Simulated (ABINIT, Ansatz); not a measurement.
# BaZrO3 (Pm-3m): third-order response

Wanted: vibrational spectra of BaZrO3 (Pm-3m) from linear and non-linear response.

Calculated with ABINIT 10.8.3; DFT LDA, scalar-relativistic, plane waves, PseudoDojo norm-conserving pseudopotentials.

Experimental background.

“EXAFS study of lead-free relaxor ferroelectric BaTi(1-x)Zr(x)O3 at the Zr K-edge” (2006, arxiv:cond-mat/0602127) reports for BaZrO3, cubic perovskite, by X-ray diffraction (solid-state synthesised powder, 300 K): lattice constant a (cubic cell parameter) 4.192 ± 0.001 Å.

For BaZrO3, cubic perovskite (ceramic, earlier study, 10 K), “Broadband dielectric spectroscopy of Ba(Zr,Ti)O3: dynamics of relaxors and diffuse ferroelectrics” (2013, arxiv:1312.3131) quotes earlier work: static dielectric constant (static permittivity) about 40 [polycrystalline ceramic; value quoted from the authors' earlier paper].

This is a report of a sequence of runs, with most program output left out.

## 1. Starting point

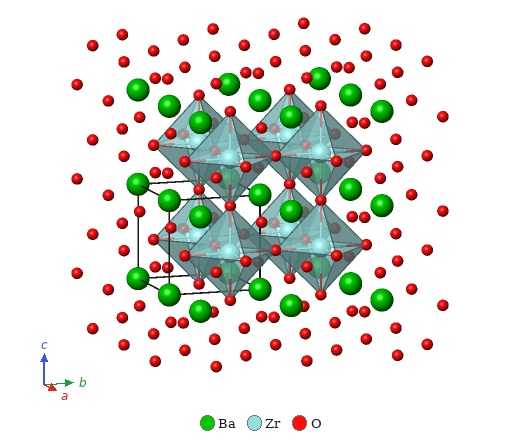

Start, viewed slightly off an axis; barium green, zirconium light teal, oxygen red. 2×2×2 cells are drawn. Some periodic images of atoms are drawn too.

## 2. A probe with smearing

A first run with smearing and empty bands tells whether the crystal has a gap, which decides between fixed occupations and smearing later on.

File probe.abi:

```
# ground state
tolvrs 1.0d-08
prtden 1
prtwf 1

# basis, mesh and filling
ecut 36.0
ngkpt 4 4 4
nshiftk 1
shiftk 0.0 0.0 0.0
istwfk *1
occopt 7
tsmear 0.005
nband 29
nstep 100
diemac 9.0
prtebands 0
prtgsr 0

# cell and atoms
acell 3*1.0 Angstrom
rprim 
    4.19134 0.0 0.0
    0.0 4.19134 0.0
    0.0 0.0 4.19134
ntypat 3
znucl 56 40 8
natom 5
typat 1 2 3 3 3
xred 
    0.0 0.0 0.0
    0.5 0.5 0.5
    0.0 0.5 0.5
    0.5 0.0 0.5
    0.5 0.5 0.0
pp_dirpath "./pseudo"
pseudos "Ba.upf, Zr.upf, O.upf"
```

Command:

```
$ OMP_NUM_THREADS=1 mpirun -n 10 abinit probe.abi > probe.log
```

Elapsed: 8.4 s, on 10 MPI ranks of Arm Neoverse V2, shared host.

Numbers from this step:

* volume per atom: 14.73 Å³
* pressure: -5.636 GPa
* gap on the k-mesh: 3.104 eV

A gap of 3.1 eV opens on this mesh, so the crystal is taken as an insulator; the printed pressure holds the stress of the finite basis too.

## 3. Relaxing the cell and atoms

The harmonic expansion needs vanishing forces, and a free crystal bears no stress, so cell and atoms are brought to rest. Stress is more sensitive to the basis than forces are: the last 3 Ha under the cutoff are smoothed with ecutsm, and the cutoff is raised above that of the later runs.

File relax.abi:

```
# relaxation
ionmov 2
optcell 2
dilatmx 1.08
ntime 40
tolmxf 1.0d-05
tolvrs 1.0d-14
prtwf 0
prtden 0
chksymtnons 0

# basis, mesh and filling
ecut 44.0
ecutsm 3.0
ngkpt 6 6 6
nshiftk 1
shiftk 0.0 0.0 0.0
istwfk *1
occopt 1
nband 20
nstep 100
diemac 9.0
prtebands 0
prtgsr 0

# cell and atoms
acell 3*1.0 Angstrom
rprim 
    4.19134 0.0 0.0
    0.0 4.19134 0.0
    0.0 0.0 4.19134
ntypat 3
znucl 56 40 8
natom 5
typat 1 2 3 3 3
xred 
    0.0 0.0 0.0
    0.5 0.5 0.5
    0.0 0.5 0.5
    0.5 0.0 0.5
    0.5 0.5 0.0
pp_dirpath "./pseudo"
pseudos "Ba.upf, Zr.upf, O.upf"
```

Command:

```
$ OMP_NUM_THREADS=1 mpirun -n 16 abinit relax.abi > relax.log
```

It took 70 s on 16 MPI ranks; 19 min of CPU time.

Relaxation path:

```tsv
step	energy less that of the first step (eV)	largest force (eV/Å)	volume (Å³)
1	0.0000	0.0000	73.63
2	-0.0256	0.0000	72.53
3	-0.0342	0.0000	71.41
4	-0.0342	0.0000	71.46
```

```tsv
conventional cell, symmetrised	before	after	change
a (Å)	4.191	4.150	-1.0 %
b (Å)	4.191	4.150	-1.0 %
c (Å)	4.191	4.150	-1.0 %
volume (Å³/atom)	14.73	14.29	-2.9 %
```

Final coordinates:

```cif
data_structure
_symmetry_space_group_name_H-M 'P 1'
_symmetry_Int_Tables_number 1
_cell_length_a 4.1497
_cell_length_b 4.1497
_cell_length_c 4.1497
_cell_angle_alpha 90.000
_cell_angle_beta 90.000
_cell_angle_gamma 90.000
_cell_volume 71.46
loop_
_atom_site_label
_atom_site_type_symbol
_atom_site_fract_x
_atom_site_fract_y
_atom_site_fract_z
_atom_site_occupancy
Ba1 Ba 0.00000 0.00000 0.00000 1
Zr2 Zr 0.50000 0.50000 0.50000 1
O3 O 0.00000 0.50000 0.50000 1
O4 O 0.50000 0.00000 0.50000 1
O5 O 0.50000 0.50000 0.00000 1
```

Read from the output:

```yaml
volume_per_atom: 14.29 Å³
pressure: -0.002289 GPa
```

The volume changes by -2.9 % in this run and stands -2.9 % from the first cell.

## 4. Ground state

First-order wavefunctions inherit every error of the ground state, hence the very tight tolvrs. The mesh is shifted off Γ, since shifted meshes converge sums over the zone faster.

File gs.abi:

```
# ground state
tolvrs 1.0d-16
prtden 1
prtwf 1

# basis, mesh and filling
ecut 36.0
ngkpt 6 6 6
nshiftk 1
shiftk 0.5 0.5 0.5
istwfk *1
occopt 1
nband 20
nstep 100
diemac 9.0
prtebands 0
prtgsr 0

# cell and atoms
acell 3*1.0 Angstrom
rprim 
    4.149715995 0.0 0.0
    0.0 4.149715995 0.0
    0.0 0.0 4.149715995
ntypat 3
znucl 56 40 8
natom 5
typat 1 2 3 3 3
xred 
    0.0 0.0 0.0
    0.5 0.5 0.5
    0.0 0.5 0.5
    0.5 0.0 0.5
    0.5 0.5 0.0
pp_dirpath "./pseudo"
pseudos "Ba.upf, Zr.upf, O.upf"
```

Command:

```
$ OMP_NUM_THREADS=1 mpirun -n 16 abinit gs.abi > gs.log
```

Run time: 9.4 s. Hardware: 16 MPI ranks.

Read from the output:

```
pressure : -0.7879 GPa
```

The cell stands at -0.79 GPa: the relaxation ran with a smoothed and higher cutoff and on another k mesh.

## 5. Empty bands

Empty bands on the ground state's density check that the gap assumed so far is there in this cell.

File gap.abi:

```
# empty bands on the ground state's density
iscf -2
getden_filepath "gso_DEN"
tolwfr 1.0d-12
nbdbuf 2
prtwf 0

# basis, mesh and filling
ecut 36.0
ngkpt 6 6 6
nshiftk 1
shiftk 0.0 0.0 0.0
istwfk *1
occopt 1
nband 24
nstep 100
diemac 9.0
prtebands 0
prtgsr 0

# cell and atoms
acell 3*1.0 Angstrom
rprim 
    4.149715995 0.0 0.0
    0.0 4.149715995 0.0
    0.0 0.0 4.149715995
ntypat 3
znucl 56 40 8
natom 5
typat 1 2 3 3 3
xred 
    0.0 0.0 0.0
    0.5 0.5 0.5
    0.0 0.5 0.5
    0.5 0.0 0.5
    0.5 0.5 0.0
pp_dirpath "./pseudo"
pseudos "Ba.upf, Zr.upf, O.upf"
```

Command:

```
$ OMP_NUM_THREADS=1 mpirun -n 16 abinit gap.abi > gap.log
```

Wall time 10 s (16 MPI ranks); 2.7 min of CPU time.

Read from the output:

```yaml
gap_on_the_k_mesh: 3.173 eV
```

In this cell the gap on the mesh is 3.2 eV, indirect (smallest direct 3.3 eV), so fixed occupations hold.

## 6. Linear response at Γ

The derivative of the wavefunctions by k comes first, since the response to a field is built on it; then the field and the displacements that symmetry doesn't supply are solved at q = 0. By the 2n+1 theorem the first-order wavefunctions also give third derivatives: Raman tensors and the non-linear susceptibility.

It reads the wavefunctions written in step 4.

File dfpt_gamma.abi:

```
ndtset 3

# common to the responses
getwfk_filepath "gso_WFK"
kptopt 2
nqpt 1
qpt 0.0 0.0 0.0
asr 0
chneut 0

# d/dk
rfelfd1 2
rfdir1 1 1 1
iscf1 -3
tolwfr1 1.0d-20

# displacements, field
rfphon2 1
rfatpol2 1 5
rfdir2 1 1 1
rfelfd2 3
getddk2 1
tolvrs2 1.0d-10
prepanl2 1
prtden2 1

# third order
optdriver3 5
getden_filepath3 "gso_DEN"
get1den3 2
get1wf3 2
getddk3 1
d3e_pert1_elfd3 1
d3e_pert1_phon3 1
d3e_pert1_atpol3 1 5
d3e_pert1_dir3 1 1 1
d3e_pert2_elfd3 1
d3e_pert2_dir3 1 1 1
d3e_pert3_elfd3 1
d3e_pert3_dir3 1 1 1
usepead3 1
tolvrs3 1.0d-10

# basis, mesh and filling
ecut 36.0
ngkpt 6 6 6
nshiftk 1
shiftk 0.5 0.5 0.5
istwfk *1
occopt 1
nband 20
nstep 100
diemac 9.0
prtebands 0
prtgsr 0

# cell and atoms
acell 3*1.0 Angstrom
rprim 
    4.149715995 0.0 0.0
    0.0 4.149715995 0.0
    0.0 0.0 4.149715995
ntypat 3
znucl 56 40 8
natom 5
typat 1 2 3 3 3
xred 
    0.0 0.0 0.0
    0.5 0.5 0.5
    0.0 0.5 0.5
    0.5 0.0 0.5
    0.5 0.5 0.0
pp_dirpath "./pseudo"
pseudos "Ba.upf, Zr.upf, O.upf"
```

Command:

```
$ OMP_NUM_THREADS=1 mpirun -n 16 abinit dfpt_gamma.abi > dfpt_gamma.log
```

Elapsed: 5.1 min, on 16 MPI ranks; 81 min of CPU time.

Numbers from this step:

| Quantity | Value |
| --- | --- |
| miss of the charge sum rule | 0.007841 e |
| largest acoustic frequency at the zone centre before the sum rule | 1.27 cm⁻¹ |
| highest optical zone-centre mode (no LO-TO term) | 524.9 cm⁻¹ |
| lowest optical zone-centre mode | 98.05 cm⁻¹ |
| mean high-frequency dielectric constant | 4.886 |
| largest Born charge in size (third of the trace) | 6.107 e |

Born charge (rows field, columns displacement), before the sum rule (e), principal values of the symmetric part by kind of site:

```tsv
atom	atoms with these values	low	middle	high	mean
Ba1	1	2.74	2.74	2.74	2.74
Zr2	1	6.11	6.11	6.11	6.11
O3	3	-4.79	-2.02	-2.02	-2.94
```

In full for Zr2:

```
6.11 0.00 0.00
0.00 6.11 0.00
0.00 0.00 6.11
```

High-frequency dielectric tensor:

```
4.89 0.00 0.00
0.00 4.89 0.00
0.00 0.00 4.89
```

The acoustic modes at Γ come out as far as 1.3 cm⁻¹ from zero, where they should vanish, a small numerical error; the Born charges miss their sum rule by 0.0078 e, which is good.

## 7. Zone-centre analysis

anaddb reads the merged derivatives, imposes the acoustic sum rule and charge neutrality, and adds the LO-TO term along chosen directions.

File anaddb.abi:

```
ddb_filepath "gamma_DDB"
output_file "anaddb.abo"
outdata_prefix "anaddb"
asr 1
chneut 1
enunit 2
eivec 1
nph1l 1
qph1l 0.0 0.0 0.0 1.0
dieflag 1
nph2l 3
qph2l 
    1.0 0.0 0.0 0.0
    0.0 0.0 1.0 0.0
    1.0 1.0 1.0 0.0
nlflag 1
ramansr 1
alphon 1
prtmbm 1
```

File mrgddb.in:

```
gamma_DDB
merged
3
dfpt_gammao_DS2_DDB
dfpt_gammao_DS3_DDB
gso_DDB
```

Command:

```
$ mrgddb < mrgddb.in > mrgddb.log
$ OMP_NUM_THREADS=1 anaddb anaddb.abi > anaddb.log
```

Elapsed: 1.3 s, on 1 thread.

Read from the output:

```yaml
lowest_optical_zone_centre_mode: 98.03 cm⁻¹
mean_static_dielectric_constant: 62.65
highest_mode_moved_by_the_lo_to_term: 713.8 cm⁻¹
```

No LO-TO term; unit eigenvectors of the mass-weighted matrix, from anaddb's displacements. Modes at Γ, with each element's share of the kinetic energy:

```tsv
mode	frequency (cm⁻¹)	symmetry	Ba %	Zr %	O %
1	0.0	acoustic	50	33	17
2	0.0	acoustic	50	33	17
3	0.0	acoustic	50	33	17
4	98.0	T1u	42	9	49
5	98.0	T1u	42	9	49
6	98.0	T1u	42	9	49
7	174.5	T2u	0	0	100
8	174.5	T2u	0	0	100
9	174.5	T2u	0	0	100
10	195.7	T1u	8	55	37
11	195.7	T1u	8	55	37
12	195.7	T1u	8	55	37
13	524.9	T1u	0	2	97
14	524.9	T1u	0	2	97
15	524.9	T1u	0	2	97
```

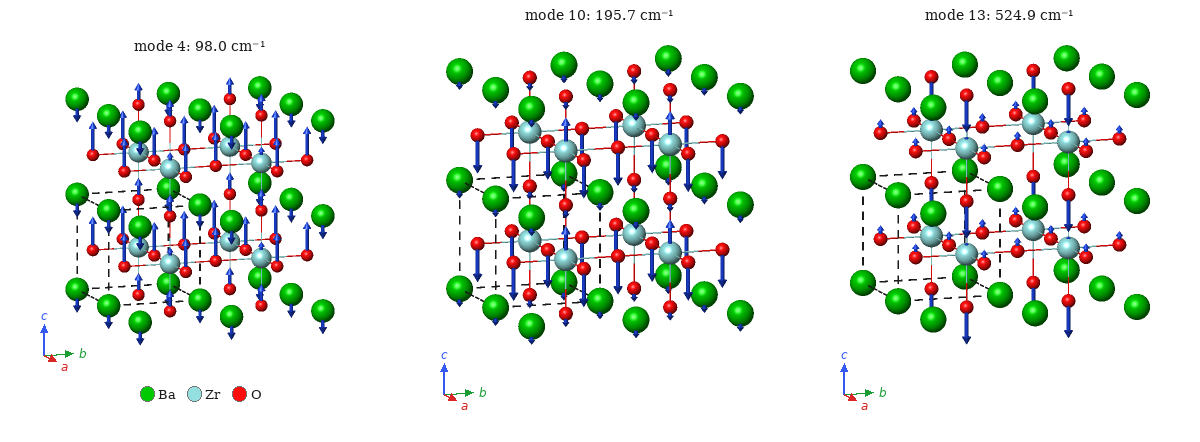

Displacement patterns of modes 4, 10 and 13 at Γ; arrows are exaggerated. 2×2×2 cells are drawn. Some periodic images of atoms are drawn too.

Trace of the oscillator strength, degenerate modes summed. Infrared lines, with heights relative to the strongest:

```tsv
position (cm⁻¹)	lines merged	IR intensity, relative
98	3	57
174	3	0.0
196	3	96
525	3	100
```

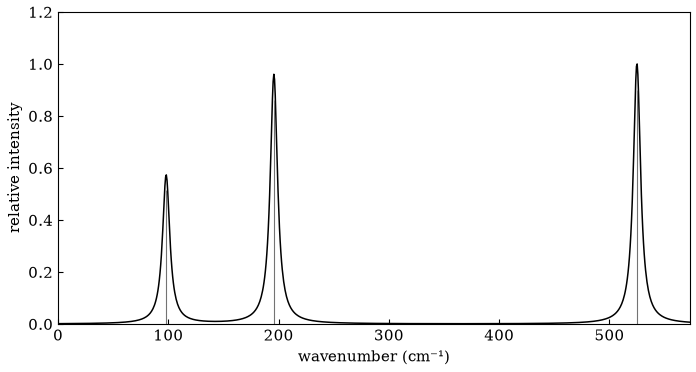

The infrared spectrum, broadened with Lorentzians of width 8 cm⁻¹; bars mark the lines.

Static dielectric tensor (ions relaxed, fixed cell):

```
62.65  0.00  0.00
 0.00 62.65  0.00
 0.00  0.00 62.65
```

The rule moves no optical mode by more than 0.1 cm⁻¹.

## 8. The same in Ansatz

The same cell goes through another code at the same cutoff. The files are of one family, but Ansatz's library holds files of its own making for some heavy elements, so those for Ba may differ. Its k mesh is centred on Γ.

This step: DFT LDA, scalar-relativistic, plane waves, norm-conserving pseudopotentials of its library (PseudoDojo's, some remade) (Ansatz 0.2.0).

File input.yaml:

```yaml
crystal:
  lattice:
    - [4.1497159948, 0.0, 0.0]
    - [0.0, 4.1497159948, 0.0]
    - [0.0, 0.0, 4.1497159948]
  atoms:
    - { symbol: Ba, position: [0.0, 0.0, 0.0] }
    - { symbol: Zr, position: [0.5, 0.5, 0.5] }
    - { symbol: O, position: [0.0, 0.5, 0.5] }
    - { symbol: O, position: [0.5, 0.0, 0.5] }
    - { symbol: O, position: [0.5, 0.5, 0.0] }
kpoints:
  mp_grid: { grid: [6, 6, 6] }
hamiltonian:
  xc: lda
  pseudopotentials: { kind: nc, accuracy: standard }
scf:
  occupations: { method: fixed }
output:
  eigenvalues: true
basis:
  ecutwfc: 979.61
phonons:
  method: dfpt
  dielectric: true
  rigid_motions: translations
  raman: true
```

Command:

```
$ ansatz run input.yaml --threads 16 --pin off --max-ram 32768MiB --backend cpu --events-out ev --progress --plain --runs-dir out
```

The job ended after 79 s (16 threads; peak memory 5.6 GiB; 15 min of CPU time).

Numbers from this step:

```
gap on the k-mesh                                : 3.201 eV
sum-rule residual before enforcement             : 5.45e-4 eV/Å²
miss of the charge sum rule                      : 6.28e-4 e
estimated error of the dielectric tensor         : 0.01310
estimated error of the Born charges              : 0.02004 e
lowest optical zone-centre mode                  : 88.83 cm⁻¹
mean high-frequency dielectric constant          : 4.895
largest Born charge in size (third of the trace) : 6.105 e
mean static dielectric constant                  : 74.49
highest mode moved by the LO-TO term             : 713.7 cm⁻¹
```

Transverse modes. Lines of the infrared spectrum (strongest = 100):

```tsv
position (cm⁻¹)	label	IR intensity ((D/Å)²/amu), degenerate modes summed, relative
89	T1u	61
168	T2u	0.0
193	T1u	90
525	T1u	100
```

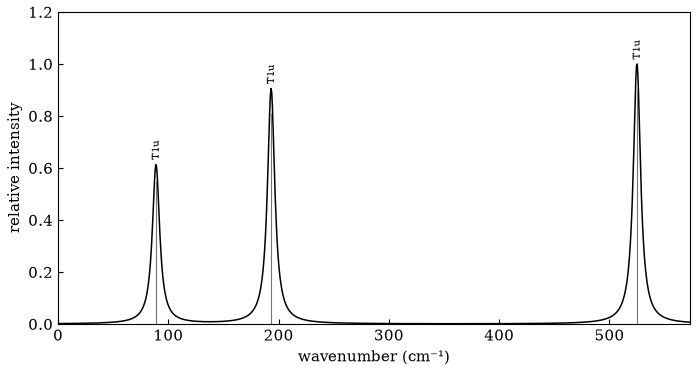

The infrared spectrum, broadened with Lorentzians of width 8 cm⁻¹; bars mark the lines.

## 9. Side by side: ABINIT PseudoDojo and Ansatz, library NC

Worked out from the results:

* root-mean-square difference: 5.85 cm⁻¹
* largest difference: 9.17 cm⁻¹

Optical modes, paired by symmetry label. Frequencies side by side, by row:

```tsv
q (reciprocal lattice)	mode	ABINIT PseudoDojo (cm⁻¹)	Ansatz, library NC (cm⁻¹)
0 0 0	4	98	88.83
0 0 0	5	98	88.83
0 0 0	6	98	88.83
0 0 0	7	174.5	167.7
0 0 0	8	174.5	167.7
0 0 0	9	174.5	167.7
0 0 0	10	195.7	193.2
0 0 0	11	195.7	193.2
0 0 0	12	195.7	193.2
0 0 0	13	524.9	524.9
0 0 0	14	524.9	524.9
0 0 0	15	524.9	524.9
```

The two runs side by side. Further quantities:

```tsv
quantity	ABINIT PseudoDojo	Ansatz, library NC
mean ε∞	4.886	4.895
largest Born charge in size (e; the first before, the second after the charge sum rule)	6.107	6.105
summed IR intensity ((D/Å)²/amu)	166.7	167
summed Raman activity (Å⁴/amu)	0	0
```

At the zone centre the largest difference (acoustic modes at Γ apart) is 2 % of the highest mode, but 9 % of the mode at 98 cm⁻¹ on which it sits.

## 10. What came out

```yaml
space_group_after_relaxation: Pm-3m
volume_per_atom: 14.3 Å³
highest_optical_zone_centre_mode_no_lo_to_term: 524.9 cm⁻¹
lowest_optical_zone_centre_mode: 98.0 cm⁻¹
highest_mode_moved_by_the_lo_to_term: 713.8 cm⁻¹
mean_high_frequency_dielectric_constant: 4.89
largest_born_charge_in_size_third_of_the_trace: 6.11 e
mean_static_dielectric_constant: 62.6
imaginary_optical_modes_at_the_zone_centre_no_q_mesh_in_this_session: none
largest_difference_from_ansatz_library_nc: 9.17 cm⁻¹
```

What this shows: No mode is Raman active in this structure; the strongest infrared line lies at 525 cm⁻¹. At the LDA level the optical modes of BaZrO3 (Pm-3m) at the zone centre (no LO-TO term) run from 98 to 525 cm⁻¹. The base run prints -0.79 GPa, mostly the error of a finite basis; the relaxation, with a smoothed and higher cutoff, had brought the cell to rest. Along the directions run, the highest mode that the macroscopic field moves lies at 714 cm⁻¹. Lattice motion raises the mean dielectric constant from 4.886 to 62.65. ABINIT PseudoDojo and Ansatz, library NC differ by 5.8 cm⁻¹ in the root mean square and by 9.2 cm⁻¹ at most, 1.7 % of the highest mode compared (acoustic modes at Γ left out); the two use different potentials, and the cell was not relaxed for the second set. These are harmonic frequencies at zero temperature: anharmonic shifts and linewidths and thermal expansion are left out. Spin-orbit coupling is left out, which can matter for the heavy elements here. The published file for Ba has no f projectors, which tends to make oxide cells too large. Ansatz warns that the cutoff lies 14 % under the one recommended for these files; agreement at one cutoff is not convergence. The total energies of the two programs lie far apart, so at least one potential file in Ansatz's library differs from the published one read by the first program.

Comparison with the measured values:

| quantity | measured | LDA PseudoDojo norm-conserving, ABINIT | LDA norm-conserving PseudoDojo |
| --- | --- | --- | --- |
| lattice constant a (Å) | 4.192 | 4.150 (-1.0 %) | - |
| static dielectric constant (mean of the tensor) | 40 | 62.65 (+56.6 %) | 74.49 (+86.2 %) |

Measured values from arxiv:cond-mat/0602127 (2006) and arxiv:1312.3131 (2013).

How well it matches: The lattice constant a is off by -1.0 %: fair agreement. The static dielectric constant is off by +56.6 % at LDA PseudoDojo norm-conserving, ABINIT. The grades are ours: good and fair within 0.7 and 1.5 % for the lattice constant a and 10 and 25 % for the static dielectric constant. Zero-point motion and thermal expansion (measured at up to 300 K) are not in the computed lattice constants and static dielectric constant.

[Host names and launcher messages were left out of these logs when they were recorded.]

[Logs are printed without paths, hosts, clocks, repeated set-up lines and the standing remarks that a program may print on its own settings, such as how far it seeks lower states.]

[Hosts, paths, dates, database ids (printed as entryN), source tags and the programs' standing remarks are cut or masked in the printed files.]
